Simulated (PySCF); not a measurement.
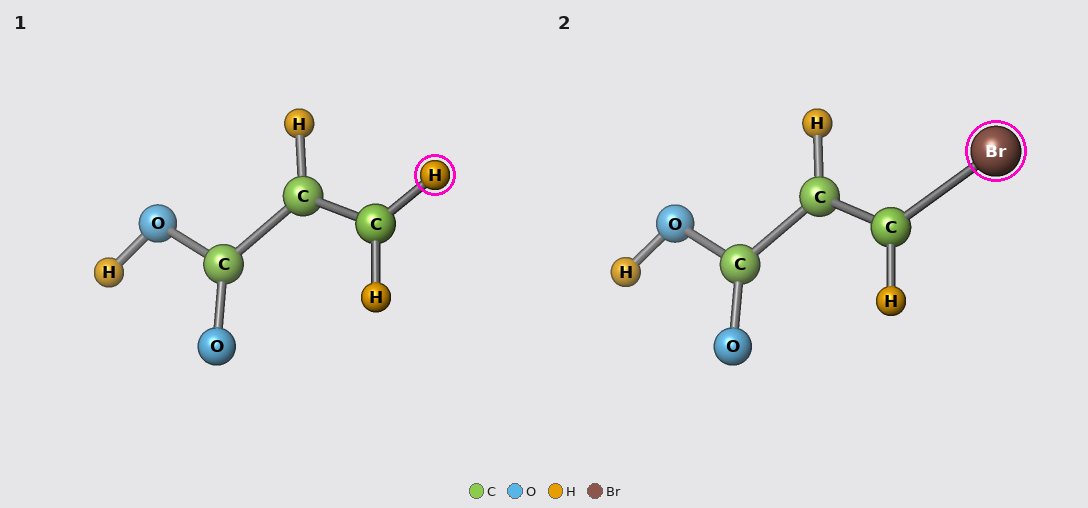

2 molecules with one skeleton, seen from the same side and at one scale; the atom that differs is circled. Each species is neutral and a spin singlet. Computed geometries: PBE0-D3(BJ)/def2-SVP optimisations, one conformation each. Properties computed with PySCF 2.14.0.

One atom differs, called X below: H in panel 1, Br in panel 2. Their formulas are C3H4O2 (`C=CC(=O)O`), C3H3BrO2 (`O=C(O)/C=C/Br`).

Question: In which is the length of X–C larger (PBE0-D3(BJ)/def2-SVP)?

Answer: In panel 2 (X = Br).

Question: In which is the dipole moment larger (PBE0/def2-SVPD)?

Answer: In panel 1 (X = H).

Give the values. With PBE0-D3(BJ)/def2-SVP: length of X–C (Å), angle X–C–H (°). With PBE0/def2-SVPD: dipole moment (D), HOMO energy (Kohn–Sham orbital) (eV), HOMO–LUMO gap (eV), mean static polarisability (bohr³), lowest vertical singlet excitation (eV).

```csv
quantity,1 (H),2 (Br),2 − 1
length of X–C (Å),1.092,1.861,+0.769
angle X–C–H (°),118.6,115.0,−3.6
dipole moment (D),1.60,1.21,−0.39
HOMO energy (Kohn–Sham orbital) (eV),−8.35,−7.94,+0.41
HOMO–LUMO gap (eV),6.72,5.97,−0.75
mean static polarisability (bohr³),45.2,69.1,+23.9
lowest vertical singlet excitation (eV),4.87,4.79,−0.08
```
